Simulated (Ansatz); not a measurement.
NbN: pressure series

The reference is NbN in the rock salt structure (space group Fm-3m, No. 225; a = 4.421 Å).

Cell and atoms are relaxed at each pressure.

Computed with PBE/PAW in Ansatz (a quantum-chemistry and plane-wave program), spin-orbit coupling left out.

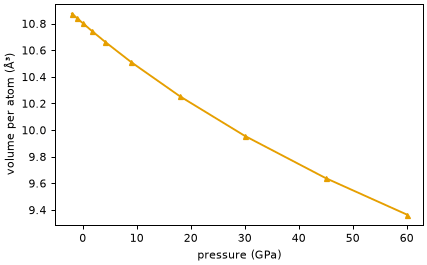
Fig. 1. Volume per atom against pressure

**Question.** From the plot, what is the volume per atom for pressure 1.8 GPa?

**Answer.** About 10.7 Å³.

**Question.** Is the trend monotonic over the range shown?

**Answer.** Yes, it falls throughout, spanning 9.36 Å³ to 10.87 Å³.

Load acts through the strain it causes; cell and atoms are relaxed under it. Whether these cells are dynamically stable was not tested. No other phases were tried under pressure. All final runs are without spin polarisation.
